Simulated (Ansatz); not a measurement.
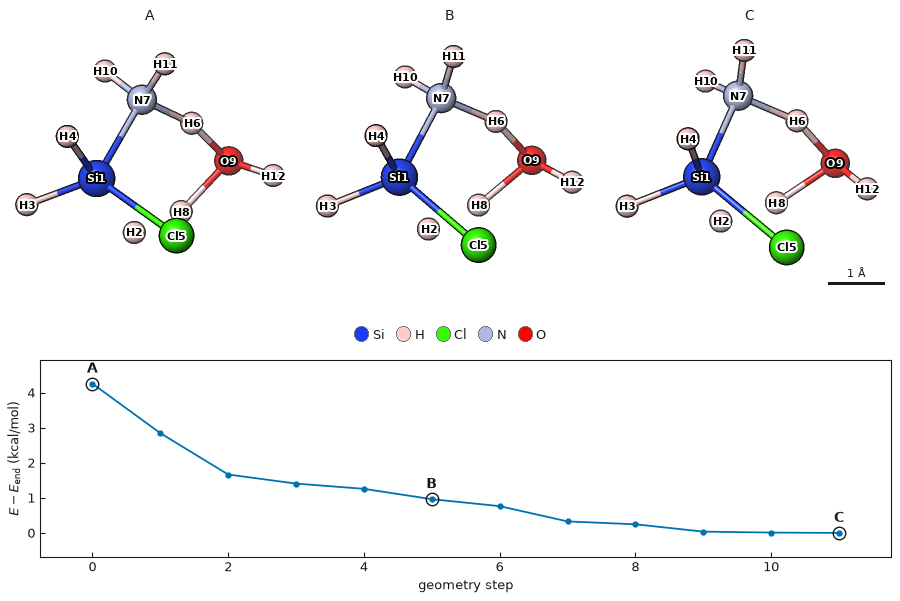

Frames of a constrained relaxation of SiNH8OCl, marked on the history of the run. A ball-and-stick model, seen from a free direction.

The reaction that was planned forms Si1–N7, H6–O9, H2–H8 and breaks Si1–H2, H6–N7, H8–O9 (atoms numbered from 1 in input order).

These are results of RKS PBE0-D4/def2-SVP (Ansatz 0.2.0), not measurements.

The input:
```yaml
crystal:
  periodic: [false, false, false]
  atoms:
    - {symbol: Si, position_ang: [-1.107200, -0.063700, -0.752900]}
    - {symbol: H, position_ang: [0.104200, -1.527400, -0.201400]}
    - {symbol: H, position_ang: [-1.005800, -0.780500, -2.012900]}
    - {symbol: H, position_ang: [-2.000400, 1.055600, -1.192000]}
    - {symbol: Cl, position_ang: [-2.143200, -0.546500, 0.932700]}
    - {symbol: H, position_ang: [1.076800, 0.322000, 0.565500]}
    - {symbol: N, position_ang: [0.312700, 0.977900, -0.245400]}
    - {symbol: H, position_ang: [0.922400, -1.350800, 0.499400]}
    - {symbol: O, position_ang: [1.650400, -0.560000, 1.193200]}
    - {symbol: H, position_ang: [0.889700, 1.203900, -1.043000]}
    - {symbol: H, position_ang: [0.023500, 1.850300, 0.179100]}
    - {symbol: H, position_ang: [1.276900, -0.580800, 2.077700]}
basis:
  gaussian: {orbitals: def2-SVP}
hamiltonian: {xc: pbe0, dispersion: d4}
relax: {f_tol: 0.04, max_steps: 150, escape_saddle: false, constraints: [{distance: [0, 6]}, {distance: [5, 8]}, {distance: [1, 7]}, {distance: [0, 1]}, {distance: [5, 6]}, {distance: [7, 8]}]}
```

Run as
```bash
ansatz run in.yaml --threads 4 --pin off --events-out ev --progress --plain --max-ram 9574MiB
```

### Describe the path.

The energy falls by 4.26 kcal/mol in 11 geometry steps. The largest force component goes from 0.74 to 0.03 eV/Å. H12 moves most after the best rigid fit: 0.50 Å. Largest moves by element: H 0.50 Å, Cl 0.47 Å, O 0.29 Å, N 0.14 Å, Si 0.10 Å. Near-neighbour distances that change, for instance: Si1–Cl5 2.037 → 2.098 Å, Si1–H3 1.453 → 1.488 Å, N7–H10 1.010 → 1.022 Å, Si1–H4 1.498 → 1.507 Å. Among the angles between lasting bonds that change: H3–Si1–Cl5 129.5° → 121.2°, H6–N7–H11 110.1° → 117.3°, N7–H6–O9 164.4° → 157.7°. Groups turn about Si1–N7 by about 30°. The run took 18 s on 4 threads of Arm Neoverse V2, with other jobs on the host. From step 0 to 5: H11 moves most (0.25 Å), energy −3.29 kcal/mol. From step 5 to 11: H12 moves most (0.35 Å), energy −0.96 kcal/mol.

```json
{"step": "0", "E − E(0), kcal/mol": "0.00", "largest force component, eV/Å": "0.7399"}
{"step": "1", "E − E(0), kcal/mol": "-1.41", "largest force component, eV/Å": "0.3893"}
{"step": "2", "E − E(0), kcal/mol": "-2.59", "largest force component, eV/Å": "0.1136"}
{"step": "3", "E − E(0), kcal/mol": "-2.85", "largest force component, eV/Å": "0.0972"}
{"step": "4", "E − E(0), kcal/mol": "-3.00", "largest force component, eV/Å": "0.1272"}
{"step": "5", "E − E(0), kcal/mol": "-3.29", "largest force component, eV/Å": "0.0414"}
{"step": "6", "E − E(0), kcal/mol": "-3.49", "largest force component, eV/Å": "0.1187"}
{"step": "7", "E − E(0), kcal/mol": "-3.93", "largest force component, eV/Å": "0.4736"}
{"step": "8", "E − E(0), kcal/mol": "-4.01", "largest force component, eV/Å": "0.2662"}
{"step": "9", "E − E(0), kcal/mol": "-4.22", "largest force component, eV/Å": "0.2038"}
{"step": "10", "E − E(0), kcal/mol": "-4.25", "largest force component, eV/Å": "0.0752"}
{"step": "11", "E − E(0), kcal/mol": "-4.26", "largest force component, eV/Å": "0.0297"}
```
